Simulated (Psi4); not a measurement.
# MoH2O4 (molybdic acid) at PBE0/def2-SVP (core potential)

What is the vertical singlet–triplet gap of MoH2O4 (molybdic acid) at PBE0/def2-SVP (core potential)? 

The calculation is run with Psi4 1.11.

## 1. Starting point

MoH2O4: 7 atoms, total charge 0, spin state singlet. SMILES: `[O]=[Mo](=[O])([OH])[OH]`. The shape is that of a PBE0-D4/def2-TZVP optimisation. This is one conformer, not always the lowest.

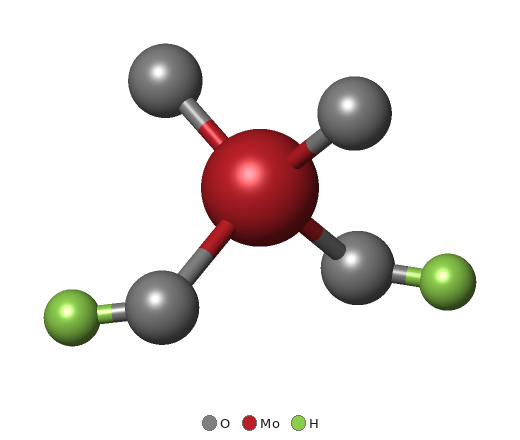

Viewed from a chosen angle; oxygen grey, molybdenum red, hydrogen green.

## 2. Energy and gradient at PBE0/def2-SVP (core potential)

input.inp

```
memory 2200 mb

molecule geom {
  O
  Mo 1 1.675455
  O 2 1.675462 1 109.20653
  O 2 1.869465 1 108.76955 3 -120.06705
  O 2 1.869452 1 110.00701 3 119.30591
  H 4 0.960771 2 123.2499 1 134.28095
  H 5 0.960764 2 123.25297 1 14.71854
  symmetry c1
}

set basis def2-SVP
set reference rks
set puream true
set e_convergence 1e-09
set d_convergence 1e-08
set scf_type pk
set dft_radial_points 99
set dft_spherical_points 590

E, wfn = gradient("pbe0", return_wfn=True)
oeprop(wfn, "DIPOLE", "LOWDIN_CHARGES", "QUADRUPOLE")
```

Launch:

```
$ psi4 -n 1 input.inp input.out
```

input.out (excerpt; [...] marks lines left out):

```text
[...]
    !!!  WARNING: ECP capability is in beta. Please check occupations closely.  !!!
[...]
  Running in c1 symmetry.
[...]
  Nuclear repulsion =  226.529775718875555
[...]
  Multiplicity = 1
[...]
  Nalpha       = 24
  Nbeta        = 24
[...]
    Number of basis functions: 97
[...]
   @RKS iter   1:  -368.78636520370213   -3.83383e-02   1.66614e-02 DIIS/ADIIS
[...]
   @RKS iter  14:  -369.88932170227321   -6.99174e-12   3.98784e-09 DIIS
[...]
    Orbital Energies [Eh]
    ---------------------
    Doubly Occupied:
       1A    -19.254375     2A    -19.254364     3A    -19.243652
       4A    -19.243649     5A     -2.731861     6A     -1.736963
       7A     -1.727601     8A     -1.717592     9A     -1.028853
      10A     -1.022763    11A     -0.944870    12A     -0.934490
      13A     -0.562597    14A     -0.558518    15A     -0.461220
      16A     -0.458945    17A     -0.449449    18A     -0.431439
      19A     -0.407557    20A     -0.373341    21A     -0.373180
      22A     -0.359039    23A     -0.353826    24A     -0.336124
[...]
  @RKS Final Energy:  -369.88932170227321
   => Energetics <=
    Nuclear Repulsion Energy =            226.5297757188755554
    One-Electron Energy =                -981.8952176832399346
    Two-Electron Energy =                 417.8545131596870306
    DFT Exchange-Correlation Energy =     -32.3783928975957807
    Empirical Dispersion Energy =           0.0000000000000000
    VV10 Nonlocal Energy =                  0.0000000000000000
    Total Energy =                       -369.8893217022732074
[...]
  -Total Gradient:
     Atom            X                  Y                   Z
    ------   -----------------  -----------------  -----------------
       1       -0.000244879096     0.000117634009    -0.002464487373
       2        0.000007042028     0.000809083051     0.000567533052
       3        0.000242993664    -0.002295510311     0.000924705216
       4       -0.004137237464     0.000109725188     0.003348596595
       5        0.004135982276     0.003199868085    -0.001003974640
       6        0.003266346151     0.000927723315    -0.003354631695
       7       -0.003270211079    -0.002866474366     0.001983928029
[...]
 Multipole Moments:
 ------------------------------------------------------------------------------------
     Multipole            Electronic (a.u.)      Nuclear  (a.u.)        Total (a.u.)
 ------------------------------------------------------------------------------------
 L = 1.  Multiply by 2.5417464519 to convert [e a0] to [Debye]
 Dipole X            :          0.0004737           -0.0004625            0.0000112
 Dipole Y            :         -2.8152092            3.6392727            0.8240636
 Dipole Z            :         -2.0005477            2.5860806            0.5855329
 Magnitude           :                                                    1.0109053
 L = 2.  Multiply by 1.3450342976 to convert [e a0^2] to [Debye ang]
 Quadrupole XX       :       -193.2755483          165.4353015          -27.8402468
 Quadrupole XY       :         -2.3720304            5.2661337            2.8941033
[...]
```

It took 17 s on 1 thread of Intel Xeon 6975P-C (Granite Rapids), shared host; peak memory 1.2 GiB.

## 3. The triplet

job.dat

```
memory 2.2 GB

molecule {
  0 3
  O
  Mo 1 r2
  O 2 r3 1 a3
  O 2 r4 1 a4 3 d4
  O 2 r5 1 a5 3 d5
  H 4 r6 2 a6 1 d6
  H 5 r7 2 a7 1 d7

  r2 = 1.675455
  r3 = 1.675462
  a3 = 109.20653
  r4 = 1.869465
  a4 = 108.76955
  d4 = -120.06705
  r5 = 1.869452
  a5 = 110.00701
  d5 = 119.30591
  r6 = 0.960771
  a6 = 123.2499
  d6 = 134.28095
  r7 = 0.960764
  a7 = 123.25297
  d7 = 14.71854
  symmetry c1
  no_reorient
  no_com
}

set {
  basis def2-SVP
  reference uks
  puream true
  e_convergence 1e-09
  d_convergence 1e-08
  scf_type pk
  dft_radial_points 99
  dft_spherical_points 590
  maxiter 100
}

E, wfn = gradient("pbe0", return_wfn=True)
oeprop(wfn, "WIBERG_LOWDIN_INDICES", "QUADRUPOLE", "LOWDIN_CHARGES", title="PBE0")
print_variables()
```

Launch:

```
$ psi4 -n 1 job.dat job.out
```

job.out (excerpt; [...] marks lines left out):

```text
[...]
    !!!  WARNING: ECP capability is in beta. Please check occupations closely.  !!!
[...]
  Running in c1 symmetry.
[...]
  Nuclear repulsion =  226.529775718875555
[...]
  Multiplicity = 3
[...]
  Nalpha       = 25
  Nbeta        = 23
[...]
    Number of basis functions: 97
[...]
   @UKS iter   1:  -368.98538277135088   -4.23009e-01   1.38773e-02 DIIS/ADIIS
[...]
   @UKS iter  28:  -369.73304565437502   -1.65414e-11   9.57230e-09 DIIS
[...]
   @S^2 Observed:                2.036562532E+00
[...]
    Orbital Energies [Eh]
    ---------------------
    Alpha Occupied:
       1A    -19.277646     2A    -19.277643     3A    -19.229969
       4A    -19.229958     5A     -2.689482     6A     -1.707769
       7A     -1.691955     8A     -1.679092     9A     -1.007815
      10A     -0.998542    11A     -0.987900    12A     -0.979046
      13A     -0.541193    14A     -0.540865    15A     -0.499719
      16A     -0.465498    17A     -0.459791    18A     -0.434919
      19A     -0.424599    20A     -0.417482    21A     -0.381778
      22A     -0.367699    23A     -0.359286    24A     -0.343426
      25A     -0.169980
    Alpha Virtual:
[...]
  @UKS Final Energy:  -369.73304565437502
   => Energetics <=
    Nuclear Repulsion Energy =            226.5297757188755554
    One-Electron Energy =                -982.2192492798310468
    Two-Electron Energy =                 418.4086306634542893
    DFT Exchange-Correlation Energy =     -32.4522027568737741
    Empirical Dispersion Energy =           0.0000000000000000
    VV10 Nonlocal Energy =                  0.0000000000000000
    Total Energy =                       -369.7330456543750188
[...]
  -Total Gradient:
     Atom            X                  Y                   Z
    ------   -----------------  -----------------  -----------------
       1        0.006460871377     0.013856609552     0.106937650652
       2        0.000003822441    -0.108155537630    -0.076841307605
       3       -0.006460432463     0.105549187033    -0.022097831556
       4        0.002884726584    -0.012789178453     0.003824968956
       5       -0.002885283413    -0.000593623051    -0.013345336062
       6        0.003110177884     0.003684211570    -0.002920579216
       7       -0.003113849859    -0.001549159048     0.004444427985
[...]
```

Wall time 36 s (1 thread of Intel Xeon 6975P-C (Granite Rapids), shared host); peak memory 1.2 GiB.

## 4. Summary of results

At PBE0/def2-SVP (core potential):

```
                                        quantity          value
                           singlet: total energy  -369.88932 Eh
                          singlet: dipole moment         2.57 D
                            singlet: HOMO energy       -9.15 eV
                            singlet: LUMO energy       -2.14 eV
                          singlet: HOMO–LUMO gap        7.01 eV
               singlet: largest force on an atom     0.274 eV/Å
                           triplet: total energy  -369.73305 Eh
                          triplet: dipole moment         1.10 D
     triplet: HOMO energy (highest over α and β)       -4.63 eV
                                   triplet: ⟨S²⟩          2.037
               triplet: largest force on an atom     6.822 eV/Å
vertical energy of the triplet above the singlet       4.252 eV
```

**Reading.** At this shape the triplet lies 4.25 eV (98 kcal/mol) above the singlet. The largest force (singlet) is 0.27 eV/Å: the shape isn't a stationary point for this species at this level.
